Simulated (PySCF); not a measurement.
```xyz
23

C    -0.0961   -1.3454    2.0361
C    -0.3747   -0.8978    0.8212
C    -1.2673   -1.6276   -0.1472
C    -1.8477   -0.6084   -1.1292
C    -0.7209    0.3175   -1.5875
Si    0.2625    0.7067    0.0148
Si   -0.1042    2.7155    1.0662
O     1.8913    0.7499   -0.1600
C     2.7542   -0.2658   -0.5855
H    -0.4936   -2.2745    2.4198
H     0.5506   -0.7984    2.7032
H    -2.0548   -2.1826    0.3664
H    -0.6589   -2.3503   -0.7010
H    -2.3256   -1.1103   -1.9734
H    -2.6081   -0.0155   -0.6155
H    -0.0956   -0.2005   -2.3186
H    -1.1296    1.1932   -2.0892
H     0.5631    2.8280    2.3655
H     0.3166    3.8810    0.2833
H    -1.5362    2.8983    1.3257
H     3.7656    0.1409   -0.6032
H     2.7149   -1.1120    0.1042
H     2.4899   -0.6150   -1.5859
```

Geometry: GFN2-xTB.

Computed with PySCF, PBE0/pcSseg-1, SCF density, gas phase, non-relativistic.

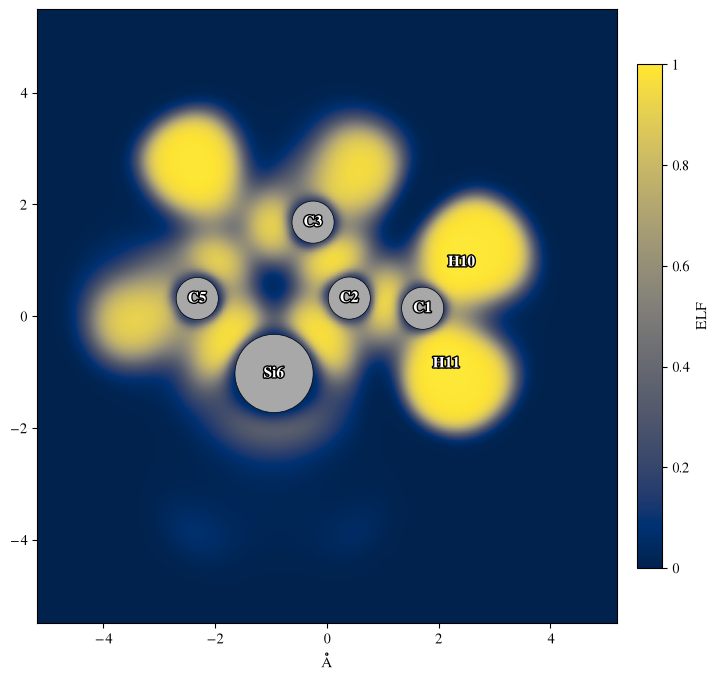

C$_{6}$H$_{14}$OSi$_{2}$. Electron localisation function on the plane of atoms C2, C1 and H11. Grey discs cover the atomic cores.

Read the bonding off the picture.

- The plane passes through C, Si and H nuclei.
- C–C (1.32 Å): the ELF peaks at about 0.95 between the atoms (a multiple bond).
- C–Si (1.91 Å): the ELF peaks at about 0.95 between the atoms, as expected for localised, covalent bonding.
- C–H (1.08 Å): the ELF climbs to about 1 towards the hydrogen, as it does in any bond to H; a covalent bond by its length.
- C–C (1.51 Å): the ELF peaks at about 0.95 between the atoms: a covalent bond.
